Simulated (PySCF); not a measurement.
**[PbI]+: other functionals and bases at one geometry**

How far do other levels of theory move the description of [PbI]+, and what does each cost? It is a constructed species; whether it can be made isn't addressed.

Computed with PySCF 2.14.0. Level: several levels, as the steps say, no spin–orbit coupling.

1 further run of the same task is left out (for a known fault of the program).

## 1. The system as given

2 atoms, charge 1, spin multiplicity 1.

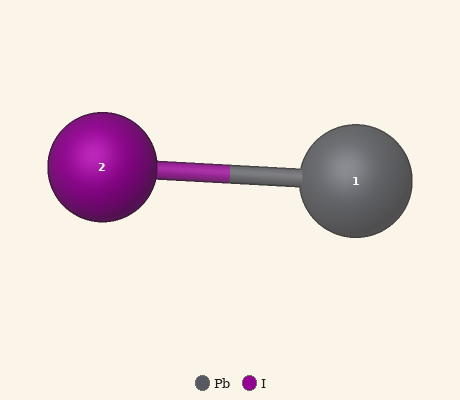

The geometry (lead dark grey, iodine purple); atoms are numbered from 1 in the order of the file.

Coordinates:

```xyz
2

Pb    0.0000    0.0000   -1.0070
I     0.0000    0.0000    1.7162
```

Formal oxidation states: Pb +2. An earlier session relaxed this geometry at PBE, Pb def2-SVP with ECP60, I def2-SVP with ECP28 (singlet, point group C∞v).

At PBE on the finer grid: E = -490.388826 Eh, HOMO -11.99 eV, LUMO -9.23 eV, Mulliken charge on Pb1 +0.89 e, largest force component 0.009 eV/Å. 

Levels to run: BLYP; r2SCAN; TPSS; PBE0; PBE, TZVP; PBE, x2c-SVP. Hardware: 2 threads of Intel Xeon Platinum 8488C (Sapphire Rapids), shared host.

## 2. BLYP

run.py (the lines that set the calculation) reads:

```python
mol = gto.M(atom='''
Pb     0.00000     0.00000    -1.00701
I      0.00000     0.00000     1.71622''',
    basis={'Pb': 'def2-SVP', 'I': 'def2-SVP'},
    ecp={'Pb': 'def2-SVP', 'I': 'def2-SVP'},
    charge=1, spin=0)
mf = dft.RKS(mol, xc='BLYP')
mf.grids.atom_grid = (75, 302)
mf = mf.density_fit()  # fitting sets: Pb def2-universal-JKFIT, I def2-universal-JKFIT
mf.conv_tol = 1e-08; mf.max_cycle = 55
mf.kernel(dm0)  # dm0: the density of the relaxed state
```

Started as:

```sh
$ OMP_NUM_THREADS=2 python run.py
```

## 3. r2SCAN

run.py (the lines that set the calculation): that of step 2 with these lines changed.

```diff
@@ -6,3 +6,3 @@
     charge=1, spin=0)
-mf = dft.RKS(mol, xc='BLYP')
+mf = dft.RKS(mol, xc='R2SCAN')
 mf.grids.atom_grid = (75, 302)
```

## 4. TPSS

run.py (the lines that set the calculation): that of step 3 with these lines changed.

```diff
@@ -6,3 +6,3 @@
     charge=1, spin=0)
-mf = dft.RKS(mol, xc='R2SCAN')
+mf = dft.RKS(mol, xc='TPSS')
 mf.grids.atom_grid = (75, 302)
```

## 5. PBE0

run.py (the lines that set the calculation): that of step 4 with these lines changed.

```diff
@@ -6,3 +6,3 @@
     charge=1, spin=0)
-mf = dft.RKS(mol, xc='TPSS')
+mf = dft.RKS(mol, xc='PBE0')
 mf.grids.atom_grid = (75, 302)
```

## 6. PBE, TZVP

Basis: Pb def2-TZVP with ECP60, I def2-TZVP with ECP28. 

run.py (the lines that set the calculation) reads:

```python
mol = gto.M(atom='''
Pb     0.00000     0.00000    -1.00701
I      0.00000     0.00000     1.71622''',
    basis={'Pb': 'def2-TZVP', 'I': 'def2-TZVP'},
    ecp={'Pb': 'def2-TZVP', 'I': 'def2-TZVP'},
    charge=1, spin=0)
mf = dft.RKS(mol, xc='PBE')
mf.grids.atom_grid = (75, 302)
mf = mf.density_fit()  # fitting sets: Pb def2-universal-JKFIT, I def2-universal-JKFIT
mf.conv_tol = 1e-08; mf.max_cycle = 55
mf.kernel(dm0)  # dm0: free metal ions and neutral atoms
```

## 7. PBE, x2c-SVP

Basis: Pb x2c-SVPall, I x2c-SVPall. All electrons are treated, with the spin-free X2C Hamiltonian.

run.py (the lines that set the calculation) reads:

```python
mol = gto.M(atom='''
Pb     0.00000     0.00000    -1.00701
I      0.00000     0.00000     1.71622''',
    basis={'Pb': 'x2c-SVPall', 'I': 'x2c-SVPall'},
    nucmod='G',
    charge=1, spin=0)
mf = dft.RKS(mol, xc='PBE')
mf.grids.atom_grid = (99, 590)
mf = mf.density_fit()  # fitting sets: Pb AutoAux, I AutoAux
mf = mf.sfx2c1e()
mf.conv_tol = 1e-08; mf.max_cycle = 55
mf.kernel(dm0)  # dm0: free metal ions and neutral atoms
```

Q: Predict the outcome of this session. Wanted: for each run, HOMO; gap; charge on Pb1; dipole; largest force.

As calculated:

| level | state | HOMO (eV) | gap (eV) | charge on Pb1 (e) | dipole (D) | largest force (eV/Å) | basis functions | time |
| --- | --- | --- | --- | --- | --- | --- | --- | --- |
| PBE (relaxed here) | singlet | -11.99 | 2.76 | 0.89 | 3.35 | 0.01 | 52 | 2.3 s |
| BLYP | singlet | -11.82 | 2.66 | 0.88 | 3.17 | 0.33 | 52 | 1.6 s |
| r2SCAN | singlet | -12.24 | 3.11 | 0.94 | 3.75 | 0.20 | 52 | 1.8 s |
| TPSS | singlet | -12.04 | 2.89 | 0.93 | 3.59 | 0.03 | 52 | 1.9 s |
| PBE0 | singlet | -12.94 | 4.35 | 0.95 | 3.93 | 0.30 | 52 | 1.4 s |
| PBE, TZVP | singlet | -11.95 | 2.76 | 0.95 | 3.19 | 0.26 | 100 | 6.1 s |
| PBE, x2c-SVP | singlet | -11.98 | 2.74 | 0.93 | 3.21 | 0.14 | 98 | 17 s |

Times are on 2 threads of Intel Xeon Platinum 8488C (Sapphire Rapids), shared host; the first row also made further properties. The dipole of a charged species depends on the origin, so these sizes hold for this origin alone.

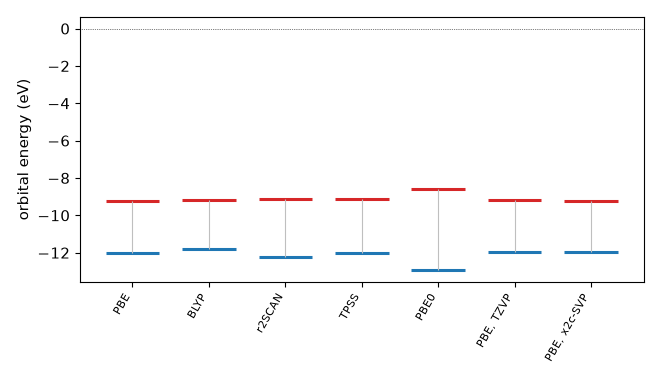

Highest filled and lowest empty level, method by method.

In one basis the HOMO–LUMO gap runs from 2.66 eV (BLYP) to 4.35 eV (PBE0). The largest leftover force, 0.33 eV/Å with BLYP, stands at a geometry relaxed at another level. The Mulliken charge on Pb spans +0.88 to +0.95 e over the levels. Total energies of different levels can't be compared. Spin–orbit coupling is left out throughout.
